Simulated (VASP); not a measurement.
Band structure of TaC (relaxed from the WC structure, space group P-6m2). Computed with PBEsol GGA, VASP's PBE PAW potentials (set 64) (plane waves; VASP).

Unless said otherwise, spin-orbit coupling is left out, though it shifts the bands of the heavy elements here.

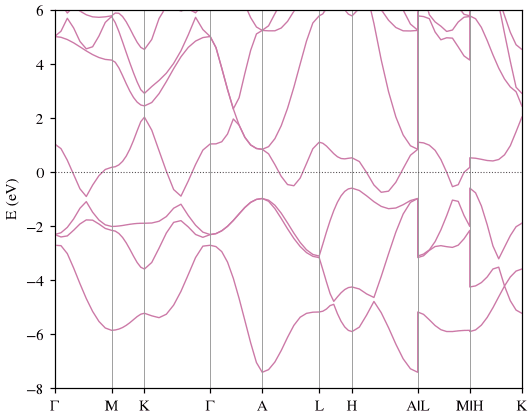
Figure. Bands along high-symmetry lines, zero at the valence-band maximum or, without a gap, the Fermi level

**Question.** Read the plot: is there a gap, and where are the band edges?

**Answer.** It has no gap at this level: it comes out as a metal or semimetal. (Edges off the drawn lines would not show.)

The structure was generated: TaC was put into the WC type (P-6m2), which need not be its known phase. It was relaxed first, which changed the volume by +11 %. The electron count is odd and the run is not spin-polarised, which forces a metal.
